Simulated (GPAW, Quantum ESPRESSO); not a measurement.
# Core-hole calculation of the Ti L₃ edge in TiNCl (Pmmn), part 2 of 2

Aim: the near-edge shape at the Ti L₃ edge of TiNCl (Pmmn), and what the core hole does to it.

GPAW 26.7.0; X-ray absorption from dipole matrix elements to empty bands, plane-wave PAW LDA.

So far. Step 2 (The field without a hole): The mesh shows a gap of 0.51 eV, so the hole is first treated in a charged cell, without the excited electron. Step 3 (Spectrum without a core hole, Ti atom 1): Main maxima below 30 eV (height): 1.5 eV (6.21), 3.9 eV (3.13) and 12.0 eV (0.42). At an L edge the dipole rule selects empty d (and weakly s) states on the absorber, and the strong line at the onset measures the empty part of its d band.

## (5) Spectrum with FCH, Ti atom 1

The holes are 7.6 Å apart. In GPAW the data set carries the hole's charge, so charge=0 means a charged cell and charge=-1 a neutral one. The excited electron is left out and a uniform background balances the charge. After the field has converged, empty bands are computed with the density fixed and the dipole matrix elements are summed.

xas.py reads:

```python
import numpy as np
from ase import Atoms
from ase.parallel import parprint, paropen
from gpaw import GPAW, PW, FermiDirac, Mixer, MixerDif, setup_paths
from gpaw.test import gen
setup_paths.insert(0, '.')
gen('Ti', name='fch2p', xcname='LDA', corehole=(2, 1, 1), write_xml=True)
from gpaw.mpi import world
world.barrier()

atoms = Atoms('Ti8Cl8N8',
    cell=[[-6.516, 3.937, 0],
     [6.516, 3.937, 0],
     [0, 3.937, -7.803]],
    scaled_positions=[[0.325, 0.575, 0.1],
     [0.825, 0.075, 0.1],
     [0.075, 0.825, 0.1],
     [0.575, 0.325, 0.1],
     [0.3, 0.3, 0.9],
     [0.8, 0.8, 0.9],
     [0.05, 0.55, 0.9],
     [0.55, 0.05, 0.9],
     [0.335, 0.335, 0.33],
     [0.835, 0.835, 0.33],
     [0.085, 0.585, 0.33],
     [0.585, 0.085, 0.33],
     [0.29, 0.54, 0.67],
     [0.79, 0.04, 0.67],
     [0.04, 0.79, 0.67],
     [0.54, 0.29, 0.67],
     [0.025, 0.025, 0.95],
     [0.525, 0.525, 0.95],
     [0.775, 0.275, 0.95],
     [0.275, 0.775, 0.95],
     [0.6, 0.85, 0.05],
     [0.1, 0.35, 0.05],
     [0.35, 0.1, 0.05],
     [0.85, 0.6, 0.05]],
    pbc=True)
atoms.calc = calc = GPAW(legacy_gpaw=True, mode=PW(500, force_complex_dtype=True), xc='LDA', setups={0: 'fch2p'},
    kpts={'size': (3, 3, 3), 'gamma': True}, occupations=FermiDirac(0.02),
    charge=0, mixer=Mixer(0.1, 5, 50), maxiter=150,
    convergence={'density': 0.0001, 'eigenstates': 1e-6}, txt='scf.txt')
energy = atoms.get_potential_energy() + calc.get_reference_energy()
ef = calc.get_fermi_level()
out = dict(energy=energy, fermi=ef, forces=atoms.get_forces().tolist())
parprint(f'all-electron energy {energy:.4f} eV, Fermi level {ef:.4f} eV')
ev = np.array([[calc.get_eigenvalues(k, s) for k in range(len(calc.get_ibz_k_points()))] for s in range(calc.get_number_of_spins())])
out['homo'], out['lumo'], out['counts'] = ev[ev < ef].max(), ev[ev > ef].min(), sorted(set((ev < ef).sum((0, 2)).tolist()))
out['filled'] = (ev[:, 0] < ef).sum(1).tolist()

from ase.units import Ha
from gpaw.xas import dipole_matrix_elements
nb = int(calc.get_number_of_electrons() / 2) + 280
top, nb = nb, nb + 8 + nb // 12
nscf = calc.fixed_density(kpts={'size': (4, 4, 4), 'gamma': True}, nbands=nb,
    convergence={'bands': top, 'eigenstates': 5e-3}, maxiter=60, txt='nscf.txt')
cell = atoms.cell.array
ops = [cell.T @ U.T @ np.linalg.inv(cell.T) for U in nscf.wfs.kd.symmetry.op_scc]
filled = [96]  # bands filled in the ground state, by spin
E = np.arange(-6, 34, 0.1)
fwhm = np.interp(E, [4, 25], [0.9, 3.5])
Y, X, zero, highest = 0, 0, 1e9, 1e9
for spin in range(nscf.get_number_of_spins()):
    wfs = nscf.wfs
    mine = wfs.bd.get_slice()  # this rank's bands
    A = dipole_matrix_elements(wfs.setups[0])
    eps = np.zeros((wfs.kd.nibzkpts, nb))
    d = np.zeros((3, A.shape[1], wfs.kd.nibzkpts, nb), complex)
    for kpt in wfs.kpt_u:
        if kpt.s == spin and 0 in kpt.P_ani:
            eps[kpt.k, mine] = kpt.eps_n * Ha
            d[:, :, kpt.k, mine] = (kpt.weight * wfs.nspins / 2) ** 0.5 * np.inner(A, kpt.P_ani[0])
    world.sum(eps)
    world.sum(d)
    T = np.einsum('amkn,bmkn->abkn', d, d.conj()).real
    T = sum(np.einsum('ai,ijkn,bj->abkn', R, T, R) for R in ops) / len(ops)
    empty = np.ones_like(eps, bool) & (np.arange(nb) >= filled[spin])
    zero, highest = min(zero, eps[empty].min()), min(highest, eps[:, top - 1].min())
    lines = [(eps, T, empty)] if spin == 0 else lines + [(eps, T, empty)]
for eps, T, empty in lines:
    f = np.einsum('aakn->akn', T).reshape(3, -1)
    x = eps.ravel() - zero
    w = np.interp(x, E, fwhm) / 2.35482
    g = np.exp(-0.5 * ((E[:, None] - x) / w) ** 2) / (w * (2 * np.pi) ** 0.5)
    Y = Y + (f * empty.ravel()) @ g.T
    X = X + (f * ~empty.ravel()) @ g.T
out.update(E=E.round(2).tolist(), xas=Y.tolist(), xes=X.tolist(), zero=zero, valid=highest - zero, nk=len(eps), nb=nb)
for i in range(0, len(E), 10):
    parprint(f'{E[i]:7.2f}', *(f'{v:10.3e}' for v in Y[:, i]))
import json
with paropen('out.json', 'w') as f:
    json.dump(out, f)
```

Command:

```sh
$ OMP_NUM_THREADS=1 mpirun -n 4 gpaw python xas.py
```

Numbers of over 12 decimals in the logs are rounded to 6 here.

Output:

```text
Input parameters:
  convergence: {density: 0.0001,
                eigenstates: 1e-06}
  kpts: {gamma: True,
         size: (3, 3, 3)}
  maxiter: 150
  mixer: {backend: pulay,
          beta: 0.1,
          method: separate,
          nmaxold: 5,
          weight: 50}
  mode: {ecut: 500.0,
         force_complex_dtype: True,
         name: pw}
  occupations: {fixmagmom: False,
                name: fermi-dirac,
                width: 0.02}
  setups: {0: fch2p}

Initialize ...

[... PAW data sets ...]

Reference energy: -296843.185727  # eV

Spin-paired calculation

[... convergence settings ...]
Symmetries present (total): 2
  [... symmetry matrices ...]

27 k-points: 3 x 3 x 3 Monkhorst-Pack grid
10 k-points in the irreducible part of the Brillouin zone
       k-points in crystal coordinates                weights
   0:     0.00000000    0.00000000    0.00000000          1/27
   1:     0.00000000    0.00000000    0.33333333          2/27
   2:     0.33333333   -0.33333333   -0.33333333          2/27
   3:     0.33333333   -0.33333333    0.00000000          2/27
   4:     0.33333333   -0.33333333    0.33333333          2/27
   5:     0.33333333    0.00000000   -0.33333333          4/27
   6:     0.33333333    0.00000000    0.00000000          4/27
   7:     0.33333333    0.00000000    0.33333333          4/27
   8:     0.33333333    0.33333333    0.00000000          4/27
   9:     0.33333333    0.33333333    0.33333333          2/27

Wave functions: Plane wave expansion
  Cutoff energy: 500.000 eV
  Number of coefficients (min, max): 10140, 10185
  Pulay-stress correction: 0.000000 eV/Ang^3 (de/decut=0.000000)
  Using FFTW library
  Wavefunction extrapolation:
    Improved wavefunction reuse through dual PAW basis

Occupation numbers: Fermi-Dirac:
  width: 0.0200  # eV

Eigensolver
   Davidson(niter=2)

Densities:
  Coarse grid: 48*48*48 grid
  Fine grid: 96*96*96 grid
  Total Charge: 1.000000

Density mixing:
  Method: separate
  Backend: pulay
  Linear mixing parameter: 0.1
  old densities: 5
  Width of damping distribution: 1.1
  Damping of long wavelength oscillations: 50

[... Hamiltonian set-up ...]
Number of atoms: 24
Number of atomic orbitals: 168
Number of bands in calculation: 120
Number of valence electrons: 192
Bands to converge: occupied

... initialized

Initializing position-dependent things.

Density initialized from atomic densities
Creating initial wave functions:
  120 bands from LCAO basis set

                 N        N

        Ti     NTi     NTi      Ti

            Cl      Cl      Cl

         Cl      Cl     TiCl      Cl

             TiN     TiN      Ti

                    N

Atomic positions and initial magnetic moments

Positions:
   0 Ti     1.629000    3.937000   -0.780300    ( 0.0000,  0.0000,  0.0000)
   1 Ti    -4.887000    3.937000   -0.780300    ( 0.0000,  0.0000,  0.0000)
   2 Ti     4.887000    3.937000   -0.780300    ( 0.0000,  0.0000,  0.0000)
   3 Ti    -1.629000    3.937000   -0.780300    ( 0.0000,  0.0000,  0.0000)
   4 Ti     0.000000    5.905500   -7.022700    ( 0.0000,  0.0000,  0.0000)
   5 Ti    -0.000000    9.842500   -7.022700    ( 0.0000,  0.0000,  0.0000)
   6 Ti     3.258000    5.905500   -7.022700    ( 0.0000,  0.0000,  0.0000)
[...]
21 N      1.629000    1.968500   -0.390150    ( 0.0000,  0.0000,  0.0000)
  22 N     -1.629000    1.968500   -0.390150    ( 0.0000,  0.0000,  0.0000)
  23 N     -1.629000    5.905500   -0.390150    ( 0.0000,  0.0000,  0.0000)

Unit cell:
           periodic     x           y           z      points  spacing
  1. axis:    yes   -6.516000    3.937000    0.000000    48     0.1289
  2. axis:    yes    6.516000    3.937000    0.000000    48     0.1289
  3. axis:    yes    0.000000    3.937000   -7.803000    48     0.1626

  Lengths:   7.613030   7.613030   8.739953
  Angles:   76.529140  76.529140 117.718834

[...]
iter:  16  -201.232085c  -4.62  -3.02
iter:  17  -201.230909c  -4.28  -3.11
iter:  18  -201.230888c  -5.24  -3.50
iter:  19  -201.230877c  -5.32  -3.58
iter:  20  -201.230842c  -5.38  -3.64
iter:  21  -201.230822c  -6.00  -3.84
iter:  22  -201.230851c  -5.44  -4.00
iter:  23  -201.230811c  -6.36c -4.04c

Converged after 23 iterations.

Dipole moment: (0.136217, -48.369881, -0.233949) |e|*Ang

Energy contributions relative to reference atoms: (reference = -296843.185727)

Kinetic:       +100.100158
Potential:     -140.369070
External:        +0.000000
XC:            -160.556143
Entropy (-ST):   -0.001649
Local:           -0.404932
SIC:             +0.000000
--------------------------
Free energy:   -201.231635
Extrapolated:  -201.230811

Showing only first 2 kpts
 Kpt  Band  Eigenvalues  Occupancy
  0    94      3.19991    2.00000
  0    95      3.84537    1.90870
  0    96      3.97281    0.06898
  0    97      4.23626    0.00000

  1    94      3.10785    2.00000
  1    95      3.84545    1.90833
  1    96      3.96447    0.10283
[...]
Fermi level: 3.90617

Gap: 0.119 eV
Transition (v -> c):
  (s=0, k=1, n=95, [0.00, 0.00, 0.33]) -> (s=0, k=1, n=96, [0.00, 0.00, 0.33])
No difference between direct/indirect transitions

Forces in eV/Ang:
  0 Ti   -0.00000    0.00000    1.77691
  1 Ti   -0.00000    0.00000    0.37237
  2 Ti    0.47537    0.00000    0.17497
  3 Ti   -0.47537    0.00000    0.17497
  4 Ti   -0.17038   -0.27435   -0.17567
  5 Ti   -0.17038    0.27435   -0.17567
  6 Ti    0.17038   -0.27435   -0.17567
[...]
21 N    -0.00000    1.00703   -0.18706
 22 N    -0.00000    0.00000    0.29947
 23 N    -0.00000   -0.00000    0.29947
Scalar-relativistic atomic LDA calculation for Ti (Titanium, Z=22)
Core hole in 2p state (2p occupation: 5.0)
600 radial gridpoints.
|------------------------------------------------|
|------------------------------------------------|
[... the atom generator's iteration count ...]

Energy contributions:
-------------------------
Kinetic:     +840.951808
XC:           -38.159691
Potential:  -1637.204215
-------------------------
Total:       -834.412098

state      eigenvalue         ekin         rmax
-----------------------------------------------
1s^2.0 :  -181.064528   235.325042        0.046
2s^2.0 :   -21.363941    42.104594        0.267
2p^5.0 :   -18.159148    41.016682        0.216
3s^2.0 :    -2.935989     9.285554        0.841
3p^6.0 :    -2.056013     8.135234        0.857
3d^2.0 :    -0.698827     5.453742        0.842
4s^2.0 :    -0.456177     1.359564        2.533
4p^0.0 :    -0.296469     0.971318        2.997
-----------------------------------------------
(units: Bohr and Hartree)

Generating PAW setup
Kinetic energy of the core from tauc = 764.206873
Cutoffs:
rc(s)=2.400
rc(p)=2.000
rc(d)=2.000
rc(vbar)=1.800
rc(comp)=2.300
rc(nct)=2.400

Kinetic energy of the core states: 759.942682
Charge: 1.0
Core electrons: 9.0
Valence electrons: 12.0
Pseudo-core charge: 0.000000
Shape function alpha=1.890
Pseudo-electron charge 5.471253
state    eigenvalue         norm
--------------------------------
3s(2) :    -2.935989     0.238035
4s(2) :    -0.456177     1.015353
3p(6) :    -2.056013     0.358445
4p(0) :    -0.296469     0.966031
3d(2) :    -0.698827     0.406904
*d    :     0.301173
--------------------------------

Diagonalizing with gridspacing h=0.050

state   all-electron     PAW
-------------------------------
3s:      -2.935989    -2.936286
3p:      -2.056013    -2.056677
3d:      -0.698827    -0.699422
*f:                   -0.027292
-------------------------------
<dir> UserWarning: Initial realspace grid (40,40,48) inconsistent with symmetries.
  warnings.warn(
<dir> UserWarning: Using symmetrized grid: (48,48,48).

  warnings.warn('Using symmetrized grid: ({},{},{}).\n'.format(*N_c))
<dir> UserWarning: Initial realspace grid (40,40,48) inconsistent with symmetries.
  warnings.warn(
<dir> UserWarning: Initial realspace grid (40,40,48) inconsistent with symmetries.
  warnings.warn(
<dir> UserWarning: Initial realspace grid (40,40,48) inconsistent with symmetries.
  warnings.warn(
<dir> UserWarning: Using symmetrized grid: (48,48,48).

  warnings.warn('Using symmetrized grid: ({},{},{}).\n'.format(*N_c))
<dir> UserWarning: Using symmetrized grid: (48,48,48).

  warnings.warn('Using symmetrized grid: ({},{},{}).\n'.format(*N_c))
<dir> UserWarning: Using symmetrized grid: (48,48,48).

  warnings.warn('Using symmetrized grid: ({},{},{}).\n'.format(*N_c))
all-electron energy -297044.4165 eV, Fermi level 3.9062 eV
[...]
31.00  2.054e-04  1.863e-04  2.267e-04
  32.00  2.171e-04  1.993e-04  2.344e-04
  33.00  2.294e-04  2.237e-04  2.423e-04
```

Run time: 19 min. Hardware: 4 MPI ranks of Arm Neoverse V1, shared host; peak memory 1.3 GiB; 75 min of CPU time.

The Ti L₃ spectrum, Ti atom 1, full core hole (charged cell) (energy from the lowest empty level; intensity scaled to a mean of 1 over the first 20 eV; polarised curves are means over the symmetry-equivalent atoms):

```csv
E (eV),isotropic,ε ∥ x,ε ∥ y,ε ∥ z
-2.0,0.00,0.00,0.00,0.00
-0.5,0.80,0.63,0.89,0.89
1.0,4.34,4.70,3.92,4.38
2.5,1.68,1.90,1.58,1.56
4.0,1.53,1.16,2.64,0.78
5.5,0.29,0.22,0.48,0.17
7.0,0.03,0.03,0.03,0.04
8.5,0.18,0.16,0.17,0.20
10.0,0.27,0.26,0.22,0.34
11.5,0.34,0.37,0.23,0.42
13.0,0.35,0.41,0.23,0.43
14.5,0.26,0.24,0.19,0.35
16.0,0.22,0.20,0.20,0.27
17.5,0.27,0.25,0.31,0.26
19.0,0.30,0.29,0.34,0.27
20.5,0.31,0.32,0.34,0.27
22.0,0.31,0.32,0.34,0.28
23.5,0.30,0.31,0.30,0.28
25.0,0.28,0.29,0.26,0.28
26.5,0.28,0.28,0.27,0.29
28.0,0.29,0.28,0.28,0.30
29.5,0.28,0.27,0.27,0.31
31.0,0.29,0.29,0.26,0.32
```

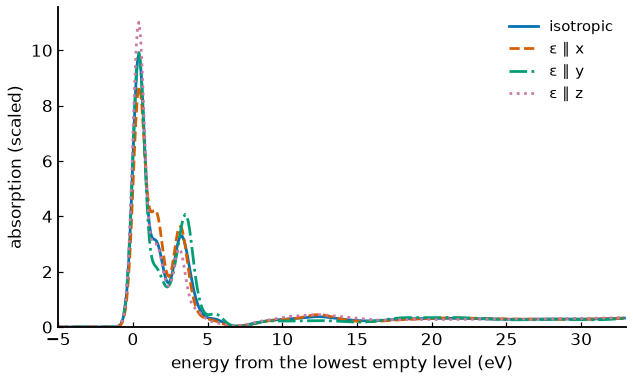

The Ti L₃ edge, Ti atom 1, full core hole (charged cell): main maxima at 0.4 and 3.2 eV.

Main maxima below 30 eV (height): 0.4 eV (9.87) and 3.2 eV (3.30). 

The hole costs E(hole) − E(ground) = 452.51 eV, and the lowest empty level of the hole cell on the spectrum's mesh lies at 3.96 eV, which puts the zero at 456.47 eV. Two terms are added: -1.48 eV, since the hole is spin-paired here and a spin-polarised one costs that much less in the free atom (computed apart); −2.13 eV, a third of the tabulated L₂–L₃ splitting, since the scalar-relativistic hole is their mean. The photon energy is then 452.86 eV. The tabulated edge of the element is 453.8 eV. The functional and the charged cell's background leave an error of a few eV in such absolute values.

## (6) Excitation energy, Ti atom 1

With the excited electron kept in the cell the system stays neutral, and the energy difference is an excitation energy by itself. In a small cell that electron takes up a good share of the lowest empty band, or all of one, which shifts the value from the true onset.

Changed against the first core-hole run: core hole to XCH, with the smearing that suits a partly filled band.

scf.py reads:

```python
import numpy as np
from ase import Atoms
from ase.parallel import parprint, paropen
from gpaw import GPAW, PW, FermiDirac, Mixer, MixerDif, setup_paths
from gpaw.test import gen
setup_paths.insert(0, '.')
gen('Ti', name='fch2p', xcname='LDA', corehole=(2, 1, 1), write_xml=True)
from gpaw.mpi import world
world.barrier()

atoms = Atoms('Ti8Cl8N8',
    cell=[[-6.516, 3.937, 0],
     [6.516, 3.937, 0],
     [0, 3.937, -7.803]],
    scaled_positions=[[0.325, 0.575, 0.1],
     [0.825, 0.075, 0.1],
     [0.075, 0.825, 0.1],
     [0.575, 0.325, 0.1],
     [0.3, 0.3, 0.9],
     [0.8, 0.8, 0.9],
     [0.05, 0.55, 0.9],
     [0.55, 0.05, 0.9],
     [0.335, 0.335, 0.33],
     [0.835, 0.835, 0.33],
     [0.085, 0.585, 0.33],
     [0.585, 0.085, 0.33],
     [0.29, 0.54, 0.67],
     [0.79, 0.04, 0.67],
     [0.04, 0.79, 0.67],
     [0.54, 0.29, 0.67],
     [0.025, 0.025, 0.95],
     [0.525, 0.525, 0.95],
     [0.775, 0.275, 0.95],
     [0.275, 0.775, 0.95],
     [0.6, 0.85, 0.05],
     [0.1, 0.35, 0.05],
     [0.35, 0.1, 0.05],
     [0.85, 0.6, 0.05]],
    pbc=True)
atoms.calc = calc = GPAW(legacy_gpaw=True, mode=PW(500, force_complex_dtype=True), xc='LDA', setups={0: 'fch2p'},
    kpts={'size': (3, 3, 3), 'gamma': True}, occupations=FermiDirac(0.04),
    charge=-1, mixer=Mixer(0.1, 5, 50), maxiter=150,
    convergence={'density': 0.0001, 'eigenstates': 1e-6}, txt='scf.txt')
energy = atoms.get_potential_energy() + calc.get_reference_energy()
ef = calc.get_fermi_level()
out = dict(energy=energy, fermi=ef, forces=atoms.get_forces().tolist())
parprint(f'all-electron energy {energy:.4f} eV, Fermi level {ef:.4f} eV')
ev = np.array([[calc.get_eigenvalues(k, s) for k in range(len(calc.get_ibz_k_points()))] for s in range(calc.get_number_of_spins())])
out['homo'], out['lumo'], out['counts'] = ev[ev < ef].max(), ev[ev > ef].min(), sorted(set((ev < ef).sum((0, 2)).tolist()))
out['filled'] = (ev[:, 0] < ef).sum(1).tolist()
import json
with paropen('out.json', 'w') as f:
    json.dump(out, f)
```

Command:

```sh
$ OMP_NUM_THREADS=1 mpirun -n 4 gpaw python scf.py
```

Output:

```text
Input parameters:
  charge: -1
  convergence: {density: 0.0001,
                eigenstates: 1e-06}
  kpts: {gamma: True,
         size: (3, 3, 3)}
  maxiter: 150
  mixer: {backend: pulay,
          beta: 0.1,
          method: separate,
          nmaxold: 5,
          weight: 50}
  mode: {ecut: 500.0,
         force_complex_dtype: True,
         name: pw}
  occupations: {fixmagmom: False,
[...]
<dir> UserWarning: Initial realspace grid (40,40,48) inconsistent with symmetries.
  warnings.warn(
<dir> UserWarning: Initial realspace grid (40,40,48) inconsistent with symmetries.
  warnings.warn(
<dir> UserWarning: Using symmetrized grid: (48,48,48).

  warnings.warn('Using symmetrized grid: ({},{},{}).\n'.format(*N_c))
<dir> UserWarning: Using symmetrized grid: (48,48,48).

  warnings.warn('Using symmetrized grid: ({},{},{}).\n'.format(*N_c))
all-electron energy -297039.9613 eV, Fermi level 4.8266 eV
[key lines of the parts left out:]
Converged after 21 iterations.
Dipole moment: (0.022135, -48.299032, -0.329939) |e|*Ang
Free energy:   -196.811222
Fermi level: 4.82663
```

Run time: 3.6 min. Hardware: 4 MPI ranks; peak memory 0.44 GiB.

The total-energy difference is 456.96 eV. With the free-atom terms of -3.61 eV for this edge, the photon energy is 453.35 eV.

## (7) With and without the hole

Both curves are counted from their own zero, so only the shift of weight within the empty states shows.

```csv
E (eV),no hole,FCH
-2.0,0.00,0.00
-1.0,0.00,0.02
0.0,0.19,6.06
1.0,4.13,4.34
2.0,4.64,2.21
3.0,1.27,3.01
4.0,3.12,1.53
5.0,1.86,0.34
6.0,0.52,0.18
7.0,0.15,0.03
8.0,0.28,0.12
9.0,0.33,0.23
10.0,0.33,0.27
11.0,0.37,0.32
12.0,0.42,0.37
13.0,0.36,0.35
14.0,0.29,0.28
15.0,0.25,0.24
16.0,0.25,0.22
17.0,0.28,0.25
18.0,0.30,0.29
19.0,0.30,0.30
20.0,0.32,0.31
21.0,0.32,0.31
22.0,0.32,0.31
23.0,0.31,0.30
24.0,0.29,0.29
25.0,0.28,0.28
26.0,0.28,0.28
27.0,0.28,0.28
28.0,0.28,0.29
29.0,0.28,0.29
30.0,0.27,0.28
31.0,0.28,0.29
32.0,0.29,0.30
```

With each curve scaled to its own mean, the area from −2 to 6 eV with the hole is 18.3 against 15.8, and the centre of weight from −1 to 20 eV moves by -1.4 eV, while the pattern of peaks shifts by -1.0 eV: the hole pulls the absorber's empty states down.

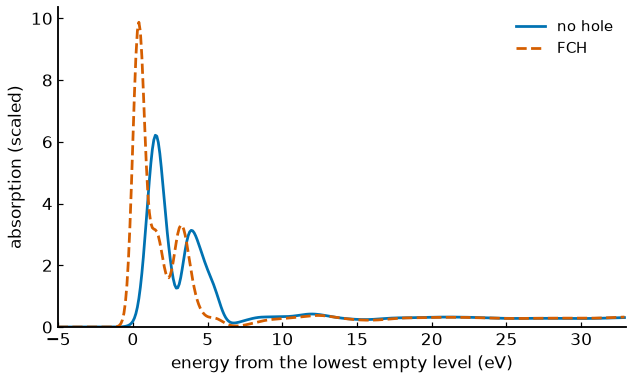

The Ti L₃ edge with and without the core hole, each from its own zero; the highest intensity below 24 eV lies at 0.4 eV with the hole.

## (8) Runs not followed above

These runs aren't followed: redraws of a spectrum that repeat one shown, runs with a planted fault or a state judged unsound, or a program's part that gave no sound spectrum.

| program | step | status | elapsed |
| --- | --- | --- | --- |
| Quantum ESPRESSO | ground state | converged | 35 s |
| Quantum ESPRESSO | no core hole | converged | 3.9 min |
| Quantum ESPRESSO | no core hole, redrawn | converged | 15 s |
| Quantum ESPRESSO | supercell ground state | converged | 2 min |
| Quantum ESPRESSO | core-hole potential | converged | 0.76 s |
| Quantum ESPRESSO | supercell with FCH | converged | 2.7 min |
| Quantum ESPRESSO | spectrum with FCH | converged | 26 min |
| Quantum ESPRESSO | spectrum with FCH, redrawn | converged | 8.8 s |
| Quantum ESPRESSO | supercell with XCH | converged | 2.5 min |
| Quantum ESPRESSO | edge energy | converged | 0 s |

## (9) Summary of results

| Item | Value |
| --- | --- |
| absorber and edge | Ti L₃, atom 1 of the ground-state input (counted from 1) |
| surroundings | 4 N at 2.01 Å and 2 Cl at 2.42 Å (distorted octahedral, site symmetry mm2) |
| highest intensity below 24 eV | 0.4 eV above the zero, height 9.87 |
| photon energy of the zero, with the added terms | 452.9 eV (raw 456.5 eV; uncertain by a few eV) |

The Ti L₃ edge of atom 1, with 4 N at 2.01 Å and 2 Cl at 2.42 Å (distorted octahedral, site symmetry mm2), has its highest intensity of the first 24 eV at 0.4 eV above the zero, near 453 eV in photon energy (uncertain by a few eV), 9.9 times the mean level of the first 20 eV (Gaussian full width 0.9 eV up to 4 eV, rising linearly to 3.5 eV at 25 eV). With each curve scaled to its own mean, the area from −2 to 6 eV with the hole is 18.3 against 15.8, and the centre of weight from −1 to 20 eV moves by -1.4 eV, while the pattern of peaks shifts by -1.0 eV: the hole pulls the absorber's empty states down. The neutral-cell energy lies +0.5 eV from the charged-cell zero, a gap made of the charged-cell error and of where the added electron settles. At the Ti L₃ edge of atom 1 polarisation matters most near 3.7 eV, where the curves differ by 2.5 on this scale. The same cell was also set up in Quantum ESPRESSO; that part failed, was judged unsound or used a data set known to give false states; its runs are listed without their results. One-electron theory leaves out the 2p–3d multiplets that shape measured L edges of 3d elements, and the L₂ edge isn't added. The mesh is coarse (0.25 Å⁻¹ between points), so small maxima may be mesh ripples. The structure is a published determination, not relaxed.

[Banner, clock and machine lines of the logs are left out without a mark of their own.]

[Logs are printed without paths, hosts, clocks, repeated set-up lines and the standing remarks that a program may print on its own settings, such as how far it seeks lower states.]

[Hosts, paths, dates, database ids (printed as entryN), source tags and the programs' standing remarks are cut or masked in the printed files.]

[Lists of maxima count a maximum above −3 eV only where it reaches 4 % of the highest in the window and stands out from its surroundings by 2 % of it (1.5 % where it reaches 55 %); shoulders and weaker maxima are passed over, and of the rest the first, up to two pre-edge ones and the few strongest are named.]
